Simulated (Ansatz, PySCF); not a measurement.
Pulling on the B1–H2 bond in BBrH2 (SMILES BBr) (multiplicity 1 held, fragments rigid). Energies count from the point at 1.183 Å.
Geometry at that point (charge 0, multiplicity 1):
```xyz
4

B     -0.8490    -1.2912     0.2112
H     -0.4717    -2.0737     1.0149
H     -1.8265    -1.4215    -0.4431
Br     0.1869     0.2843    -0.0465
```

Restricted levels (R-, RO-) in cc, def2 and unpolarised 6-31G sets keep to the state of the molecule at rest. Active spaces are followed from a long bond inwards. Levels need not reach the same state.

Cores are frozen in the correlated methods. Filled d and f shells under p-block atoms count as core. Rows in 3-21G carry no dispersion term and start afresh at each structure; the Pople sets are all-electron and without relativity.

Run with Ansatz (Gaussian basis) for Hartree–Fock, density functionals and correlated methods; PySCF for 3-21G rows. Values without a source in brackets are computed.

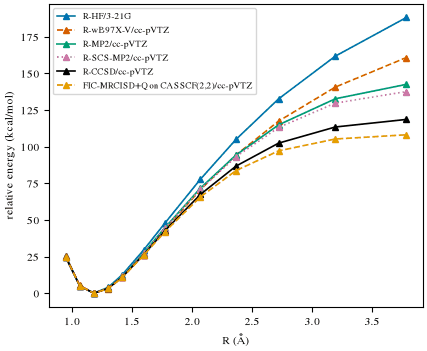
Relative energy along the coordinate

Doubts at one or more of the structures used: a restricted determinant that unrestricted orbitals would lower (R-HF/3-21G, R-wB97X-V/cc-pVTZ, R-MP2/cc-pVTZ, R-SCS-MP2/cc-pVTZ, R-CCSD/cc-pVTZ); other coupled-cluster roots lie near (R-CCSD/cc-pVTZ); T1 above 0.05 (R-CCSD/cc-pVTZ).

Ansatz is an electronic-structure program.
